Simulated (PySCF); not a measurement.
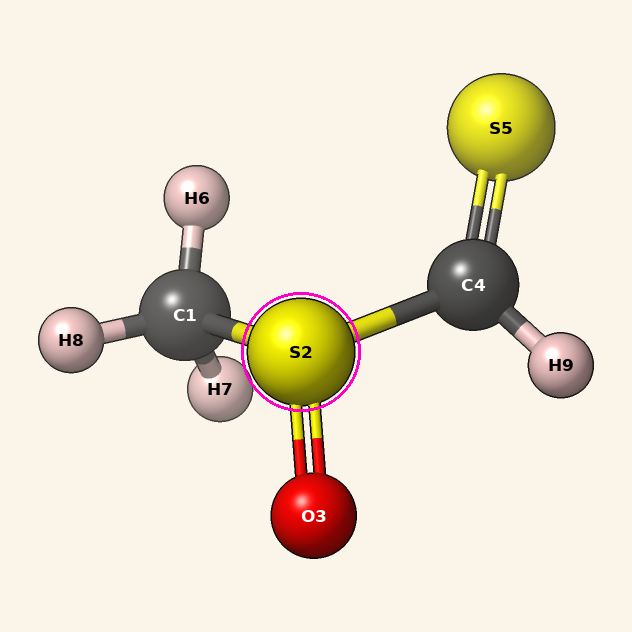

Depth is shown by fading: the farther an atom, the more it takes the colour of the background. Circles mark the stereogenic atoms. Computed geometry: PBE0-D3(BJ)/def2-SVP optimisation. No frequency run is at hand to confirm it as a minimum.

Question: What are the Cahn–Ingold–Prelog descriptors?

Answer: S2: R.
